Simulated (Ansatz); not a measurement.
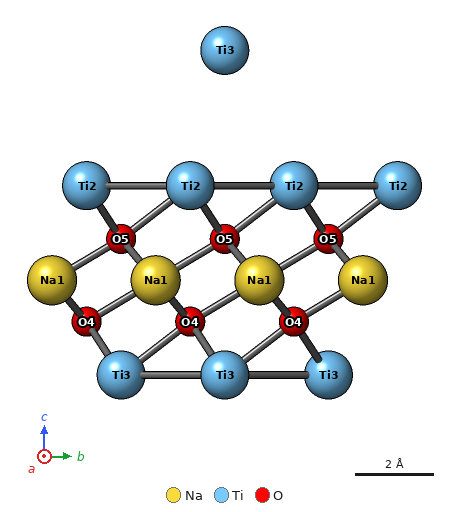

Solid NaTi$_{2}$O$_{2}$ (a generated structure, set up in P-3m1) (coarse preliminary run), before the relaxation. Style: ball-and-stick. Shown: the atoms within 5.0 Å of the atom that moves most (axes of the cell of the calculation), along the a axis.

The calculation used DFT PBE, scalar-relativistic, plane waves, PAW in Ansatz 0.2.0.

Input
```yaml
crystal:
  lattice:
    - [3.10791237, 0.0, 0.0]
    - [-1.55395619, 2.69153107, 0.0]
    - [0.0, 0.0, 8.42639275]
  atoms:
    - { symbol: Na, position: [0.0, 0.0, 0.0] }
    - { symbol: Ti, position: [0.66666667, 0.33333333, 0.291724], spin: 1.0 }
    - { symbol: Ti, position: [0.33333333, 0.66666667, 0.708276], spin: 1.0 }
    - { symbol: O, position: [0.66666667, 0.33333333, 0.87261599] }
    - { symbol: O, position: [0.33333333, 0.66666667, 0.12738401] }
basis:
  ecutwfc: 420
kpoints:
  mp_grid: { grid: [6, 6, 2] }
hamiltonian:
  xc: pbe
scf:
  occupations: { method: gaussian, width: 0.1 }
  lower_state_search: "off"
output:
  forces: true
  stress: true
  eigenvalues: true
  populations: true
magnetization:
  spin_polarized: true
relax:
  adjacent_minimum: "off"
  f_tol: 0.04
  max_steps: 70
  cell: { stress_tol: 0.4 }
```

Command:
```bash
ansatz run input.yaml --threads 1 --pin off --max-ram 2560MiB --backend cpu --events-out ev --progress --plain --runs-dir out
```

> What does the optimiser find from here?

The largest moves relative to the cell, 0.62 Å, are those of O4 and O5. O5 goes along +c. By element the largest moves are O 0.62 Å, Ti 0.46 Å. Na stays in place. The drawn cell changes as follows: a = b 3.108 → 2.991 Å (−3.8 %), c 8.426 → 7.899 Å (−6.3 %); the volume changes by −13.2 %. Some distances before and after: Ti2–Ti3 3.942 → 2.937 Å, Na1–O4 2.091 → 2.373 Å, Na1–Ti2 3.043 → 3.257 Å, Ti2–O5 2.267 → 2.066 Å. Among the angles between lasting bonds that change: O4–Na1–O4 96.0° → 78.1°, O4–Na1–O5 84.0° → 101.9°, Na1–O4–Na1 96.0° → 78.1°. The space group stays P-3m1 (No. 164). Over 7 accepted moves (10 points after the start) the energy falls by 3.583 eV per cell of the calculation. The largest force component goes from 5.4 to 0.0005 eV/Å. Pressure: −7.20 GPa at the start and 0.00 GPa at the end. The line search rejected the trial step at point 4 of the run. At 2 points the geometry stayed and the basis and grid were re-selected for the new cell (energy shift of 11.0 meV per cell of the calculation at most each time). The program noted that the starting moments weren't kept.

Step by step:

```json
{"step": "0", "E − E(0), meV/atom": "0.00", "largest force component, eV/Å": "5.4152", "pressure, GPa": "-7.20", "volume, Å³/atom": "14.097", "note": ""}
{"step": "1", "E − E(0), meV/atom": "-348.18", "largest force component, eV/Å": "3.0137", "pressure, GPa": "-3.67", "volume, Å³/atom": "13.307", "note": ""}
{"step": "2", "E − E(0), meV/atom": "-568.57", "largest force component, eV/Å": "1.3824", "pressure, GPa": "-0.70", "volume, Å³/atom": "12.632", "note": ""}
{"step": "3", "E − E(0), meV/atom": "-691.87", "largest force component, eV/Å": "0.8286", "pressure, GPa": "-0.84", "volume, Å³/atom": "12.165", "note": ""}
{"step": "4", "E − E(0), meV/atom": "-635.11", "largest force component, eV/Å": "2.9057", "pressure, GPa": "7.95", "volume, Å³/atom": "11.658", "note": "rejected"}
{"step": "5", "E − E(0), meV/atom": "-715.75", "largest force component, eV/Å": "0.3547", "pressure, GPa": "0.16", "volume, Å³/atom": "12.153", "note": ""}
{"step": "6", "E − E(0), meV/atom": "-718.76", "largest force component, eV/Å": "0.0350", "pressure, GPa": "0.67", "volume, Å³/atom": "12.211", "note": ""}
{"step": "7", "E − E(0), meV/atom": "-718.71", "largest force component, eV/Å": "0.0114", "pressure, GPa": "-0.07", "volume, Å³/atom": "12.276", "note": ""}
{"step": "8", "E − E(0), meV/atom": "-716.52", "largest force component, eV/Å": "0.0117", "pressure, GPa": "-0.39", "volume, Å³/atom": "12.276", "note": "same geometry, new basis"}
{"step": "9", "E − E(0), meV/atom": "-716.66", "largest force component, eV/Å": "0.0005", "pressure, GPa": "0.01", "volume, Å³/atom": "12.237", "note": ""}
{"step": "10", "E − E(0), meV/atom": "-716.54", "largest force component, eV/Å": "0.0005", "pressure, GPa": "0.00", "volume, Å³/atom": "12.237", "note": "same geometry, new basis"}
```

Final geometry:

```
Na Ti O
1.0
     2.99076    0.00000    0.00000
    -1.49538    2.59008    0.00000
     0.00000    0.00000    7.89884
Na Ti O
1 2 2
Direct
  0.00000 0.00000 0.00000
  0.66667 0.33333 0.34959
  0.33333 0.66667 0.65041
  0.66667 0.33333 0.79396
  0.33333 0.66667 0.20604
```

After the run, drawn alike:

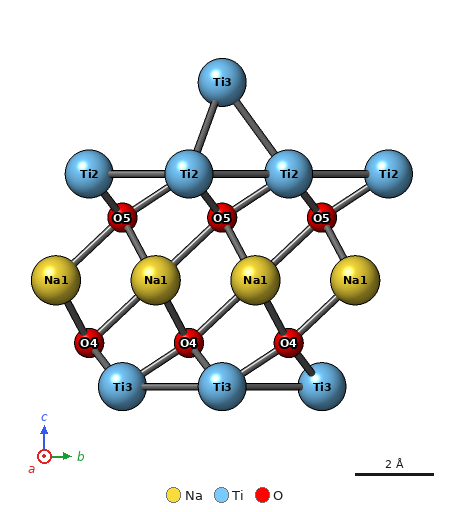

Limits of the set-up: the k-point mesh is coarse for a cell with partly filled bands.
